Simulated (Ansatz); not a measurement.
PbS (rock salt), scan of one atom of the cell

Starting cell, PbS (rock salt):

```yaml
crystal:
  lattice:
    - [0.00000, 3.00445, 3.00445]
    - [3.00445, 0.00000, 3.00445]
    - [3.00445, 3.00445, 0.00000]
  atoms:
    - { symbol: S, position: [0.00000, 0.00000, 0.00000] }
    - { symbol: Pb, position: [0.50000, 0.50000, 0.50000] }
```

In each cell atom 2 (Pb, nearest neighbour S at 3.004 Å; its periodic images, 4.2 Å or more away, move with it) moves by s·(0.577, 0.577, 0.577) (along Cartesian [111]), the rest being held.

Computed with PBE (plane waves to 420 eV, PAW, scalar-relativistic; Ansatz, a quantum-chemistry and plane-wave program). k mesh 8×8×8 (Γ-centred), Fermi-Dirac smearing 0.05 eV. E stands for the smeared free energy. PbS was relaxed with its symmetry unable to fall. Spin-orbit coupling is left out, though Pb is heavy. The zero of ΔE is the undisplaced structure.

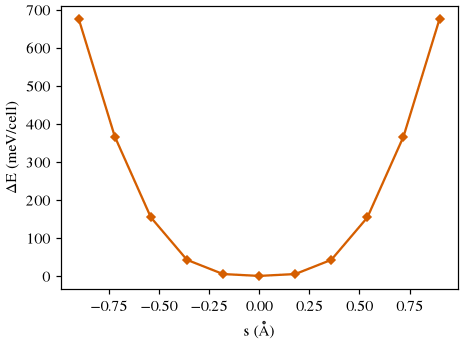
*ΔE (meV/cell) against s (Å); one marker a computed point.*

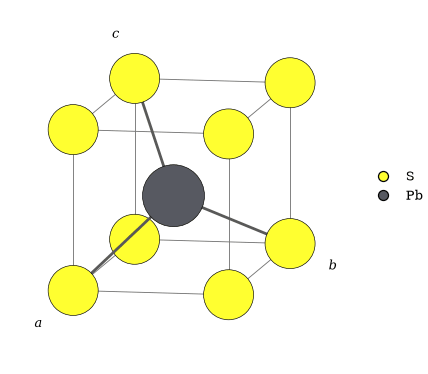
Figure: The cell of the calculation at s = -0.900 Å.

The force along the line at s = -0.900 Å comes out as 1.93 eV/Å and the energy at s = 0.900 Å comes out as 676 meV/cell. Shape of the curve: a single well with its minimum at or next to zero displacement. Symmetry of the curve: even: the same for both signs.

With its periodic images moving along, the atom's site symmetry in this cell is m-3m.

(A displaced cell: forces are minus the slopes of the energy, force constants its curvatures, and phonons follow from these.)
